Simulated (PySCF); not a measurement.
SMILES c1cc[se]c1 at its PBE0/def2-SVP optimised geometry (Å):

```
9

C     -0.7137    -0.8309     0.0000
C      0.7152    -0.8309     0.0000
C      1.2838     0.4112     0.0000
Se    -0.0002     1.7479     0.0002
C     -1.2837     0.4106     0.0002
H     -1.3071    -1.7479    -0.0001
H      1.3090    -1.7476     0.0000
H      2.3461     0.6537     0.0001
H     -2.3461     0.6524     0.0002
```

Calculation: PBE0/def2-TZVP in PySCF.

Map of the electron localisation function on the plane z = 1.0 Å:

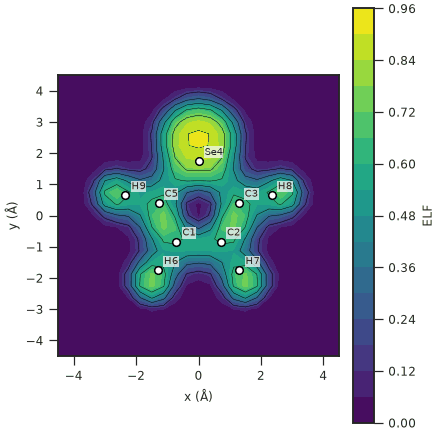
Electron localisation function on the plane z = 1.0 Å.
